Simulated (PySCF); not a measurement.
**Two runs on C$_{4}$H$_{10}$ClFSi**

System: C$_{4}$H$_{10}$ClFSi (TMS-CHClF).
Method of run A: GIAO KT2/pcSseg-1 NMR shielding, non-relativistic, gas phase (PySCF 2.14.0).

The geometry comes from this level: PBE0-D3(BJ)/def2-SVP. Text and figures count atoms from 1; the logs count them from 0 in places.

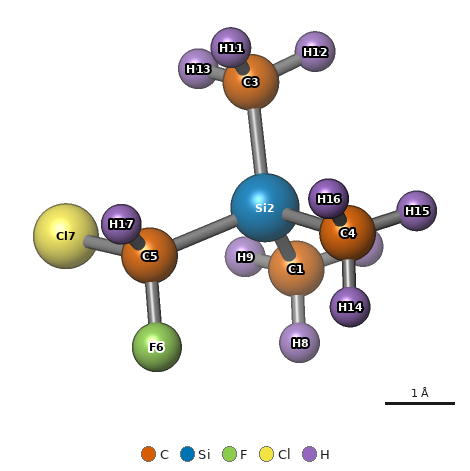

**Figure 1.** The structure as given in the input (ball-and-stick view, seen at a tilt; atoms are numbered from 1 in the order of the input).

**The input, run A**
```
{"job": {"kind": "nmr", "xc": "KT2", "basis": "pcSseg-1", "pop": false}, "charge": 0, "multiplicity": 1}
C     -0.505890    -1.162699    -1.372742
Si     0.091973    -0.032798    -0.005980
C      1.284722     1.273616    -0.624294
C      0.811252    -1.014350     1.422812
C     -1.461546     0.867899     0.679396
F     -2.353368    -0.047052     1.161141
Cl    -2.241709     1.816806    -0.633190
H     -1.252397    -1.871318    -0.982025
H     -0.981166    -0.580689    -2.176564
H      0.325133    -1.741404    -1.804898
H      1.606147     1.943745     0.188375
H      2.186169     0.804728    -1.049574
H      0.814574     1.886381    -1.408234
H      0.061578    -1.711285     1.827987
H      1.681092    -1.604250     1.092730
H      1.143186    -0.355985     2.240938
H     -1.255699     1.597364     1.480019
```

The first line tells a small driver script what to run in PySCF; the rest is the geometry in Å.

Hardware: 1 CPU thread, shared host.

**Output (run A)**
```
coarse grid: 14880 points
cycle   1  E = -1017.6971470597  dE =  3.640e-01  |g| = 8.493e-01  |ddm| = 3.614e+00
cycle   2  E = -1017.4364638681  dE =  2.607e-01  |g| = 1.420e+00  |ddm| = 1.821e+00
cycle   3  E = -1017.8435983549  dE = -4.071e-01  |g| = 2.124e-01  |ddm| = 1.230e+00
cycle   4  E = -1017.8524743896  dE = -8.876e-03  |g| = 4.870e-02  |ddm| = 2.029e-01
cycle   5  E = -1017.8529162631  dE = -4.419e-04  |g| = 1.471e-02  |ddm| = 5.124e-02
cycle   6  E = -1017.8529708746  dE = -5.461e-05  |g| = 4.285e-03  |ddm| = 2.208e-02
cycle   7  E = -1017.8529741700  dE = -3.295e-06  |g| = 1.365e-03  |ddm| = 5.175e-03
final grid: 133832 points
cycle   8  E = -1017.9276299687  dE = -1.626e-04  |g| = 3.232e-02  |ddm| = 4.260e-02
cycle   9  E = -1017.9273053798  dE =  3.246e-04  |g| = 5.199e-02  |ddm| = 5.558e-02
cycle  10  E = -1017.9277833007  dE = -4.779e-04  |g| = 7.028e-03  |ddm| = 3.897e-02
cycle  11  E = -1017.9277911450  dE = -7.844e-06  |g| = 1.823e-03  |ddm| = 6.805e-03
cycle  12  E = -1017.9277920161  dE = -8.711e-07  |g| = 2.554e-04  |ddm| = 1.893e-03
cycle  13  E = -1017.9277920322  dE = -1.608e-08  |g| = 5.204e-05  |ddm| = 3.613e-04
cycle  14  E = -1017.9277920329  dE = -7.021e-10  |g| = 1.858e-05  |ddm| = 8.089e-05
converged SCF energy = -1017.9277920329

GIAO shielding tensors (ppm)
atom      isotropic    diamagn.    paramagn.     s11        s22        s33       span
  0 C      190.331     254.217     -63.886    186.337    188.511    196.146      9.809
  1 Si     357.947     884.241    -526.294    346.332    357.925    369.585     23.253
  2 C      186.772     255.057     -68.286    182.506    185.993    191.816      9.310
  3 C      186.847     254.733     -67.886    182.918    184.698    192.925     10.008
  4 C       73.565     252.748    -179.182     33.417     70.953    116.326     82.908
  5 F      342.478     474.863    -132.385    256.888    303.510    467.036    210.148
  6 Cl     739.073    1149.246    -410.173    430.231    793.266    993.721    563.490
  7 H       30.923      30.439       0.484     26.541     28.570     37.658     11.117
  8 H       30.596      30.275       0.321     25.501     29.456     36.831     11.331
  9 H       31.349      30.444       0.905     27.100     28.489     38.458     11.358
 10 H       31.245      30.698       0.547     27.189     28.350     38.195     11.006
 11 H       31.201      30.579       0.623     26.977     28.404     38.223     11.246
 12 H       30.851      30.460       0.391     25.892     29.902     36.759     10.867
 13 H       30.864      30.707       0.157     26.285     28.982     37.326     11.041
 14 H       31.125      30.553       0.572     26.871     28.540     37.965     11.094
 15 H       31.175      30.787       0.387     26.907     28.428     38.189     11.282
 16 H       24.956      30.576      -5.620     22.229     25.297     27.343      5.115
```

The input of run B differs as follows (lines with − go, lines with + come):
```diff
-"xc": "KT2"
+"xc": "BLYP"
```

Predict how the results change.

The total energies belong to different methods, so their difference says nothing on which is more stable or more accurate. The HOMO goes from −6.61 to −6.36 eV. The LUMO goes from −0.52 to −0.28 eV. The dipole moment goes from 2.46 to 2.38 D. Of all shieldings, the largest change is that of Si2, by −37.7 ppm. The functional changes from KT2 to BLYP. The SCF takes 13 iterations against 14.

**Output (run B)**
```
coarse grid: 14880 points
cycle   1  E = -1007.6060266375  dE =  3.375e-01  |g| = 8.860e-01  |ddm| = 3.644e+00
cycle   2  E = -1007.3054305018  dE =  3.006e-01  |g| = 1.444e+00  |ddm| = 1.902e+00
cycle   3  E = -1007.7784353030  dE = -4.730e-01  |g| = 1.951e-01  |ddm| = 1.283e+00
cycle   4  E = -1007.7854077357  dE = -6.972e-03  |g| = 5.805e-02  |ddm| = 1.774e-01
cycle   5  E = -1007.7860111902  dE = -6.035e-04  |g| = 1.692e-02  |ddm| = 5.760e-02
cycle   6  E = -1007.7860829653  dE = -7.178e-05  |g| = 3.273e-03  |ddm| = 2.402e-02
cycle   7  E = -1007.7860848795  dE = -1.914e-06  |g| = 6.964e-04  |ddm| = 3.866e-03
final grid: 133832 points
cycle   8  E = -1007.8487786456  dE = -2.718e-05  |g| = 1.154e-02  |ddm| = 2.587e-02
cycle   9  E = -1007.8487160272  dE =  6.262e-05  |g| = 2.081e-02  |ddm| = 2.385e-02
cycle  10  E = -1007.8488074827  dE = -9.146e-05  |g| = 1.971e-03  |ddm| = 1.580e-02
cycle  11  E = -1007.8488081969  dE = -7.142e-07  |g| = 4.410e-04  |ddm| = 1.711e-03
cycle  12  E = -1007.8488082369  dE = -4.007e-08  |g| = 5.680e-05  |ddm| = 3.987e-04
cycle  13  E = -1007.8488082377  dE = -8.104e-10  |g| = 2.163e-05  |ddm| = 9.895e-05
converged SCF energy = -1007.8488082377

GIAO shielding tensors (ppm)
atom      isotropic    diamagn.    paramagn.     s11        s22        s33       span
  0 C      182.740     252.307     -69.567    178.939    180.712    188.568      9.629
  1 Si     320.238     881.788    -561.550    306.425    320.553    333.737     27.312
  2 C      179.100     253.038     -73.938    174.975    178.135    184.189      9.214
  3 C      179.152     252.542     -73.390    174.963    177.056    185.436     10.473
  4 C       59.676     251.223    -191.547     17.177     57.844    104.007     86.830
  5 F      344.180     474.337    -130.157    261.214    302.291    469.034    207.820
  6 Cl     706.834    1147.496    -440.662    374.945    751.452    994.105    619.160
  7 H       31.124      30.607       0.518     27.010     28.951     37.413     10.403
  8 H       30.790      30.426       0.363     25.944     29.825     36.600     10.657
  9 H       31.561      30.583       0.977     27.581     28.871     38.230     10.648
 10 H       31.452      30.802       0.650     27.685     28.706     37.966     10.282
 11 H       31.412      30.683       0.729     27.457     28.782     37.995     10.538
 12 H       31.036      30.571       0.465     26.331     30.258     36.519     10.188
 13 H       31.052      30.792       0.259     26.732     29.344     37.080     10.348
 14 H       31.328      30.627       0.701     27.353     28.896     37.735     10.382
 15 H       31.373      30.852       0.521     27.373     28.780     37.965     10.592
 16 H       25.165      30.543      -5.378     22.439     25.576     27.481      5.042
```

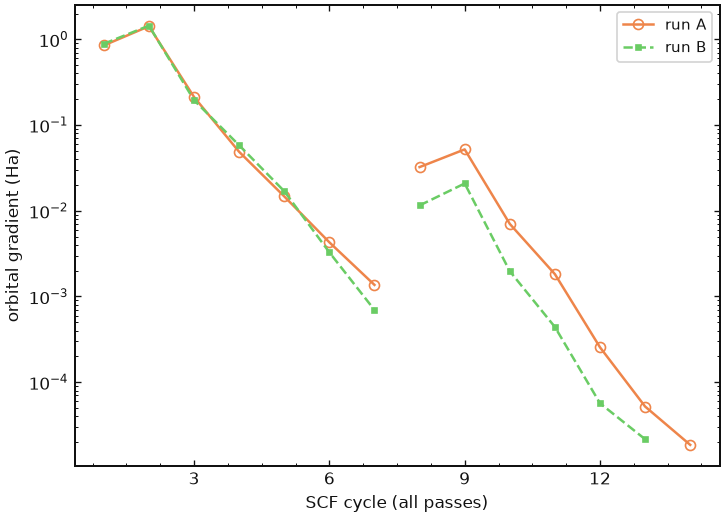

**Figure 2.** Convergence of the two runs: orbital gradient against the SCF cycle. A break in a curve parts two SCF passes (coarse and final grid). Run A takes 14 cycles in all, and run B takes 13.

**The two runs side by side**

| quantity | run A | run B |
| --- | --- | --- |
| outcome | converged | converged |
| total energy (hartree) | −1017.927792 | −1007.848808 |
| HOMO (eV) | −6.61 | −6.36 |
| LUMO (eV) | −0.52 | −0.28 |
| dipole moment (D) | 2.46 | 2.38 |
| shielding of C1 (ppm) | 190.3 | 182.7 |
| shielding of Si2 (ppm) | 357.9 | 320.2 |
| shielding of C3 (ppm) | 186.8 | 179.1 |
| shielding of C4 (ppm) | 186.8 | 179.2 |
| shielding of C5 (ppm) | 73.6 | 59.7 |
| shielding of F6 (ppm) | 342.5 | 344.2 |
| shielding of Cl7 (ppm) | 739.1 | 706.8 |
| SCF iterations | 14 | 13 |
| basis functions | 183 | 183 |
| wall time (shared host) | 36 s | 33 s |
